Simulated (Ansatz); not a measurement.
The starting structures come from a database of crystals and need not be the phases stable at ambient conditions.

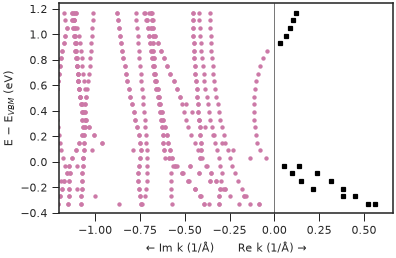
*Complex bands at the centre of the two-dimensional zone; r2SCAN run with Ansatz (a quantum-chemistry and plane-wave program)*

No gap correction and no spin-orbit coupling; mid-gap values are interpolated between computed energies.

Question: This is Zn3In2O6 (R3m, not sure to be the ambient phase, 11 atoms a cell, 13.3 Å³ an atom, -6 GPa at this level) along the normal of (101). Read off the slowest decay at the centre of the two-dimensional zone at 0.45 eV, the computed energy nearest the middle of the gap.

Answer: κ ≈ 0.11 1/Å, a decay length 1/(2κ) of the density of 4.4 Å.
